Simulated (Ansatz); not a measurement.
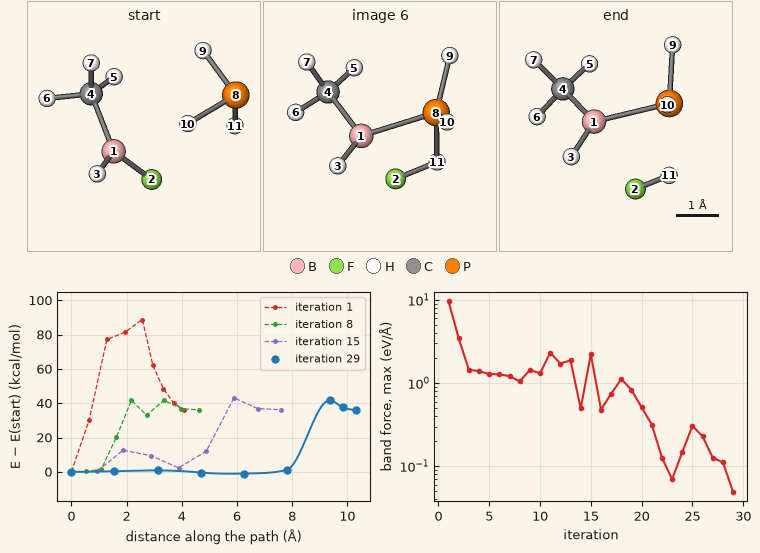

A nudged-elastic-band calculation for CH7BFP, made up at the start of CH4BF and PH3. Images are numbered from 0 (start) to 8 (end). The plot follows the band through its iterations. A ball-and-stick model, seen at a tilt.

These are results of Ansatz, RKS BLYP-D4/6-31G*, not measurements. Run with 7 movable images; climbing image; force threshold 0.05 eV/Å; iteration limit 60; starting path through a guess of the saddle point.

### Did the band converge, and can the barrier be trusted?

The run is converged, with reservations. The band converged in 29 iterations. The largest component of the band force went from 9.7 to 0.049 eV/Å. The climbing image converged on the top of the path. Its vibrational analysis gives one imaginary mode (827i cm⁻¹), as a transition state must have. The first iteration put the highest image at 88.8 kcal/mol. The energy climbs by 41.7 kcal/mol to image 6 and then falls by 5.6 kcal/mol, so the end point sits at +36.1 kcal/mol. Image 4 lies below both ends, at −1.0 kcal/mol, which points to an intermediate minimum that so few images don't resolve.

Limits of the set-up: the start holds two separate molecules, 2.7 Å apart at their closest, whose relative position is a soft coordinate.

Cost: 8.6 min on 1 thread of Arm Neoverse V1 (shared host), peak memory 0.11 GiB.
